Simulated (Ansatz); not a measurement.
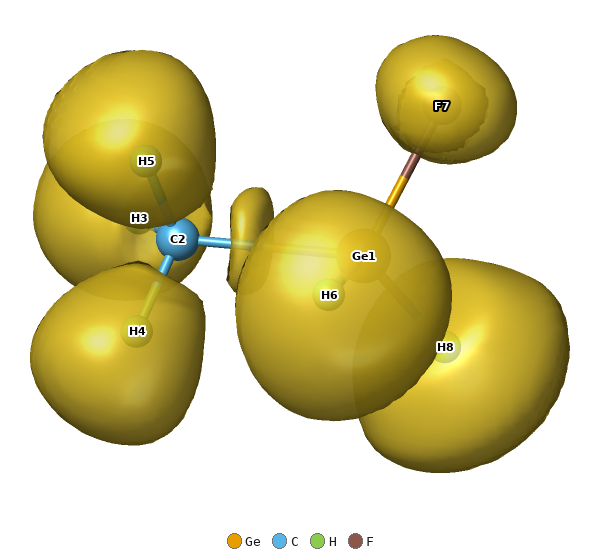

The picture shows: CH5FGe. Isosurface of the ELF at 0.8 (yellow), seen at a tilt. Only the valence region is drawn (cores and ρ < 0.01 e/Å³ removed).

Not at a stationary point (largest force 1.3 eV/Å).

Computed with RKS r2SCANh/def2-SVP in Ansatz.

```
atom    x (Å)    y (Å)    z (Å)
  Ge   0.2934  -0.0722   0.0547
   C   0.9155  -0.0182   1.8841
   H   0.2113  -0.2013   2.7104
   H   1.7237  -0.7635   1.9310
   H   1.3632   0.9780   2.0231
   H   1.7643   0.0995  -0.3226
   F  -0.6217   1.3479  -0.3680
   H  -0.4984  -1.2641  -0.4747
```

Q: What do the ELF domains correspond to?

A: At this value the surface marks out five regions around hydrogen nuclei, one lobe of the valence shell of C pointing towards Ge (polar bonds) and one region wrapped around F (its valence shell). Along the contacts the grid gives the following. Ge–F (1.74 Å): the ELF peaks at about 0.80 in the valence shell of F, 0.5 Å from its nucleus, and is about 0.25 at the midpoint. C–Ge (1.93 Å): the ELF peaks at about 0.90 in the valence shell of C, 0.7 Å from its nucleus, and is about 0.70 at the midpoint.
